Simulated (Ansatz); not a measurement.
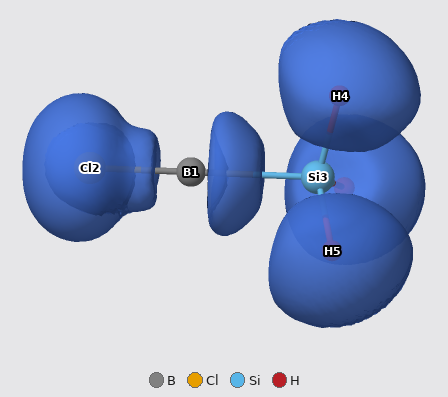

Figure 1: BClH3Si (SMILES [SiH3][B+]Cl) (charge +1). Isosurface of the ELF at 0.8 (blue), seen at a tilt. Only the valence region is drawn (cores and ρ < 0.01 e/Å³ removed).

Geometry: B3LYP/6-31G*.

All numbers below come from isolated molecule in a Gaussian basis; Kohn-Sham density functional theory, functional PBE0 (Ansatz 0.2.0).

```
atom    x (Å)    y (Å)    z (Å)
   B   0.0724  -0.8799  -1.8183
  Cl   0.6822  -1.5764  -3.1500
  Si  -0.6910  -0.0054  -0.1481
   H  -1.8199  -0.8913   0.2058
   H   0.4482  -0.0355   0.7930
   H  -1.0755   1.3402  -0.6234
```

### Identify the bonds, lone pairs and shells in this picture.

The surface consists of one region between bonded B–Si atoms (shared pairs), three regions around hydrogen nuclei and one region on Cl in which the atom's valence shell and bonds are merged.

Values along the shortest contacts:
B–Cl (1.62 Å): the ELF peaks at about 0.90 between the atoms, as expected for a polar covalent bond. Si–B (2.03 Å): the ELF peaks at about 1 between the atoms; localised, covalent bonding.
